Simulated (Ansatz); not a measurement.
Cost and result by functional for the adsorption energy of F on the 1x1 (110) surface of 3C silicon carbide (cut with top plane C + Si), one in a 2x2 cell, started at the site 'over C at depth 1.5 Å', in Ansatz (plane waves, PAW). Single points on the PBE structure, on one kind of machine; costs are rough ratios of the slab run's core time (references not counted) to the cheapest single point. r2SCAN's cost holds its higher cutoff (500 against 420 eV). Differences are taken against r2SCAN for comparison alone: no measured value is at hand, so the table doesn't rank accuracy.

Host crystal: 3C silicon carbide, with a band gap (PBE, scalar-relativistic without spin-orbit coupling).

Slab: 49 atoms, 7.7 Å thick at the start under the adsorbate (thin: gaps and levels are the slab's own); k 3x3x1, smearing 0.01 eV, dipole-corrected; 24 atoms held, the rest relaxed; held to the start's symmetry, so lower structures may exist; spin-polarised, ending with about 1.0 μB a cell; orders that need a larger cell were not tried, no spin-orbit, no U, no dispersion correction. At the end it is bonded to Si. In PBE it is, or lies within 0.03 eV of, the lowest of the starts that converged. These notes are the PBE run's. RPBE: The program's check for a lower electronic state was not made. r2SCAN: The program's check for a lower electronic state was not made. Adsorption energies are against ½ F2(g). A negative adsorption energy means that the adsorbate is more stable on the surface than in its reference.

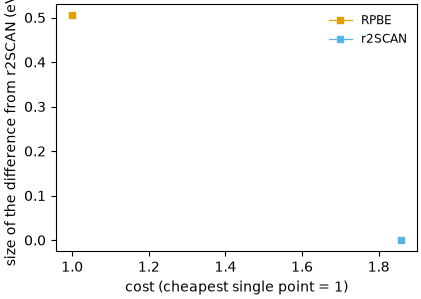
Difference from r2SCAN against cost

| functional | relative cost | adsorption energy (eV) | less r2SCAN (eV) |
|---|---|---|---|
| RPBE | 1 | -4.01 | 0.51 |
| r2SCAN | 2 | -4.51 | 0.00 |
| PBE (the relaxed run's value) | – | -4.14 | 0.37 |

The values span 0.51 eV, while the single points' costs differ by a factor of roughly 2. Differences are of unrounded values.

Ansatz is a first-principles code.
